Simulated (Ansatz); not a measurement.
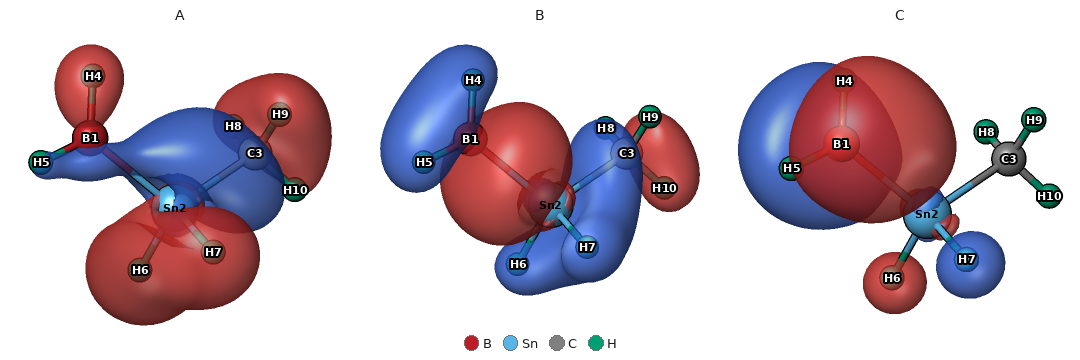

Figure 1: CH$_{7}$BSn (SMILES [BH2][SnH2][CH3]). Three frontier orbitals at ±0.08 Å⁻³ᐟ² (red and blue are the two phases), in no order.

Geometry: PBE0-D4/def2-TZVP; core potentials replace the inner electrons of Sn.

The calculation used RKS PBE0-D4/def2-TZVPP (Ansatz 0.2.0).

```yaml
atoms:
  - { symbol: B, position_ang: [-1.4589, 0.5102, -1.3901] }
  - { symbol: Sn, position_ang: [0.3742, 0.6679, -0.0994] }
  - { symbol: C, position_ang: [0.7217, -1.0555, 1.1314] }
  - { symbol: H, position_ang: [-2.1209, -0.4846, -1.4222] }
  - { symbol: H, position_ang: [-1.7974, 1.4290, -2.0746] }
  - { symbol: H, position_ang: [0.2696, 2.0471, 0.9164] }
  - { symbol: H, position_ang: [1.7533, 0.9058, -1.0938] }
  - { symbol: H, position_ang: [-0.1191, -1.2054, 1.8092] }
  - { symbol: H, position_ang: [0.8310, -1.9424, 0.5066] }
  - { symbol: H, position_ang: [1.6299, -0.9233, 1.7193] }
```

Which picture is the HOMO−1, the HOMO and the LUMO?

Answer. A is the HOMO−1 (−8.20 eV). It lies mainly on Sn2 (about 30 %), C3 (about 30 %), H6 (about 10 %) and H7 (about 10 %). B is the HOMO (−7.71 eV). It lies mainly on B1 (about 35 %), Sn2 (about 35 %), C3 (about 10 %) and H5 (about 5 %). C is the LUMO (−2.44 eV). It lies mainly on B1 (about 65 %), Sn2 (about 15 %), H4 (about 5 %) and H5 (about 5 %).

What is the HOMO–LUMO gap?

Answer. 5.27 eV between the orbital energies.
